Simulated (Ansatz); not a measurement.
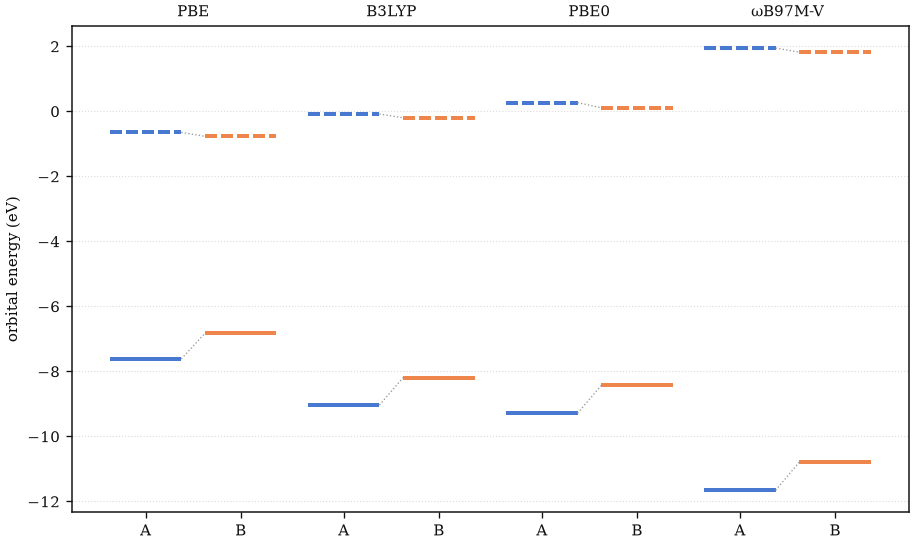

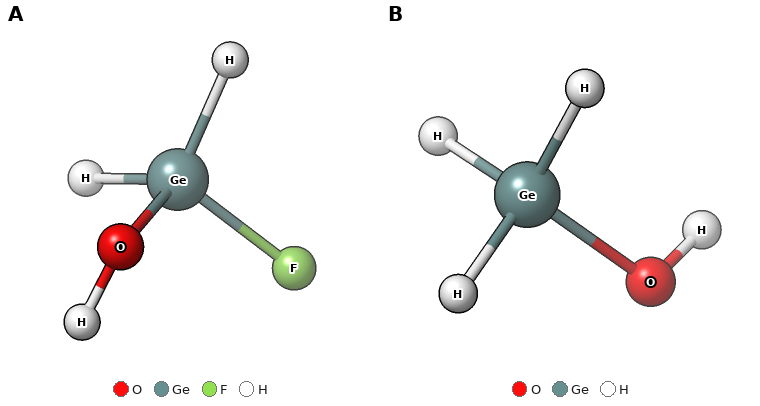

One change: A, GeH₃OF (SMILES [OH][GeH2][F]), becomes B, GeH₄O (SMILES [OH][GeH3]). F on Ge is replaced by H. HOMO (solid) and LUMO (dashed) computed in def2-TZVPP at PBE0-D4/def2-TZVP geometries, both minima by their frequencies, gas phase, the Ansatz code. Empty levels above zero depend strongly on the basis.

What does the change do to HOMO and LUMO?

PBE: the HOMO rises by 0.79 eV, the LUMO falls by 0.12 eV, and the separation goes from 6.97 to 6.05 eV. B3LYP: the HOMO rises by 0.85 eV, the LUMO falls by 0.12 eV, and the separation goes from 8.96 to 7.99 eV. PBE0: the HOMO rises by 0.86 eV, the LUMO falls by 0.16 eV, and the separation goes from 9.56 to 8.54 eV. ωB97M-V: the HOMO rises by 0.87 eV, the LUMO falls by 0.13 eV, and the separation goes from 13.60 to 12.61 eV.

Do the functionals agree on the effect?

They agree on the direction for both levels; the HOMO shift lies between 0.79 and 0.87 eV and the LUMO shift between −0.16 and −0.12 eV, while the separations themselves differ by up to 6.6 eV between functionals.
